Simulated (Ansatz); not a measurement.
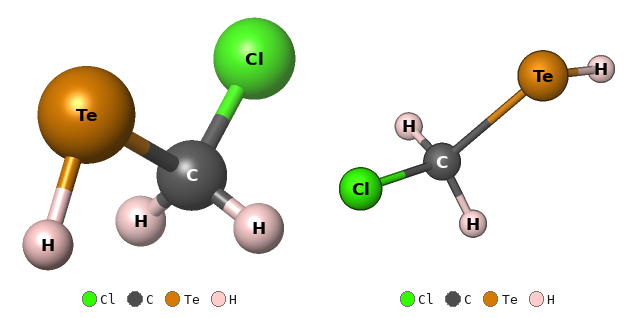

Two views of one molecule.

The geometry was computed by an optimisation with PBE0-D4/def2-TZVP.

Description:

Formula CH3ClTe. Its SMILES string is `ClC[TeH]`. It has no ring. Among its groups: C–Cl bond. The point group is Cs. Coordination: 1 C tetrahedral; 1 Te bent.

The parts below concern this one geometry. Atoms keep their numbers from picture to picture.

### Vibrations

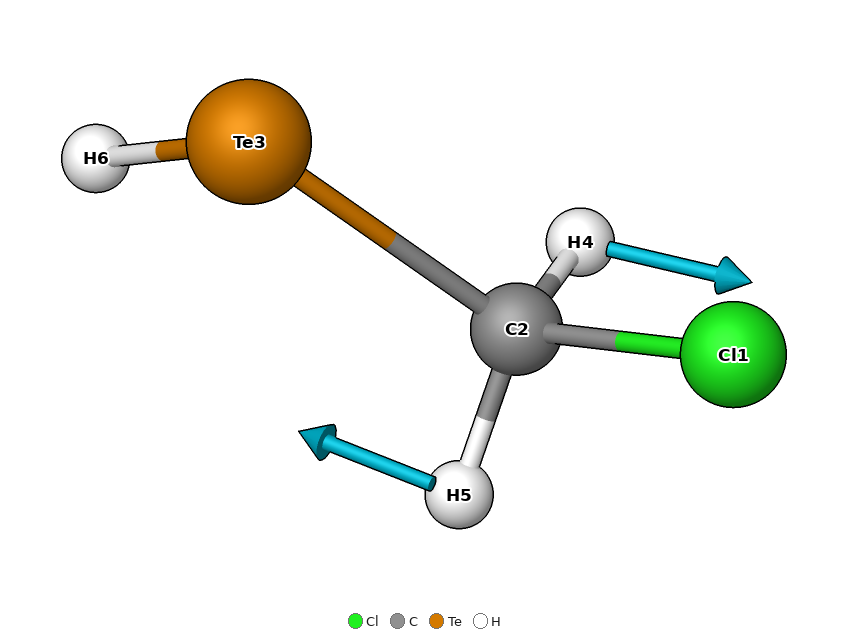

The arrows show one normal mode. Harmonic vibrations computed with RKS PBE0-D4/def2-TZVP, core potentials on Te (Ansatz 0.2.0) at a stationary point of the same level.

Question: What kind of motion is it?

Answer: Mostly Cl–C–H bending.

Question: Estimate its harmonic wavenumber.

Answer: 1111 cm⁻¹; it is mode 7 of 12 counted from the lowest.

### Dipole moment

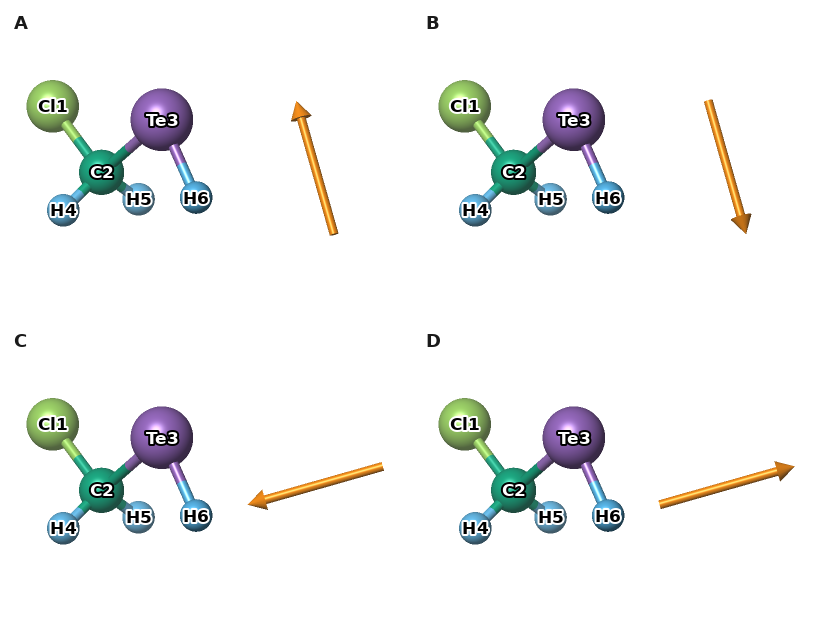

The same molecule four times, each with an arrow. Properties computed with RKS r2SCAN-D4/def2-TZVPP, core potentials on Te (Ansatz 0.2.0).

Question: Which arrow points along the dipole moment, from the negative to the positive end?

Answer: B. The dipole moment is 1.62 D; it points from the side of Cl1 to the side of H6 (the outermost atoms at the two ends).

### Levels of theory compared

Program: Ansatz 0.2.0.

Tabulate HOMO energy (eV) at these levels: B97M-V/def2-TZVPP; BHLYP-D4/def2-TZVPP; PBE-D4/def2-TZVPP; PBE0-D4/def2-QZVPP; PBE0-D4/def2-SVP; PBE0-D4/def2-TZVPP; SPW92 (LDA)/def2-TZVPP; r2SCAN0-D4/def2-TZVPP; ωB97X-V/def2-TZVPP.

```csv
level,HOMO energy (eV)
B97M-V/def2-TZVPP,−5.61
BHLYP-D4/def2-TZVPP,−7.34
PBE-D4/def2-TZVPP,−5.35
PBE0-D4/def2-QZVPP,−6.45
PBE0-D4/def2-SVP,−6.30
PBE0-D4/def2-TZVPP,−6.42
SPW92 (LDA)/def2-TZVPP,−5.49
r2SCAN0-D4/def2-TZVPP,−6.59
ωB97X-V/def2-TZVPP,−8.68
```
